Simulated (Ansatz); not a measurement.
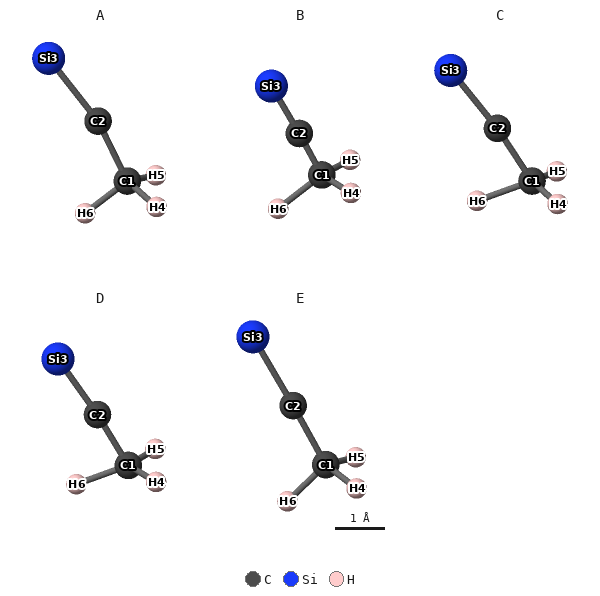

5 geometries from one relaxation of C₂H₃Si (multiplicity 2), in shuffled order. Style: ball-and-stick. Shown from a free direction.

It is one of the separated reactants of a reaction.

Method: UKS PBE-D4/def2-SVP (Ansatz 0.2.0). Set-up: force threshold 0.03 eV/Å; at most 250 steps.

**Order the frames from highest to lowest energy.**

B, D, C, A, E. They are steps 0, 2, 3, 5, 9, at +479.0 kcal/mol, +77.1 kcal/mol, +27.1 kcal/mol, +0.87 kcal/mol relative to the last. After 8 accepted moves (9 points after the start) the energy has fallen by 479.0 kcal/mol. The largest force component goes from 44 to 0.012 eV/Å. The line search rejected the trial step at point 7 of the run. The atom that moves furthest after the best rigid fit is Si3 (0.80 Å). By element the largest moves are Si 0.80 Å, H 0.32 Å, C 0.27 Å. Near-neighbour distances that change, for instance: C1–Si3 2.199 → 3.166 Å, C2–Si3 1.183 → 1.714 Å, C1–C2 1.016 → 1.453 Å, C1–H6 1.155 → 1.117 Å. Bond angles that change, for instance: C2–C1–H4 105.1° → 113.6°, H4–C1–H5 117.3° → 109.0°, H4–C1–H6 112.4° → 105.9°.
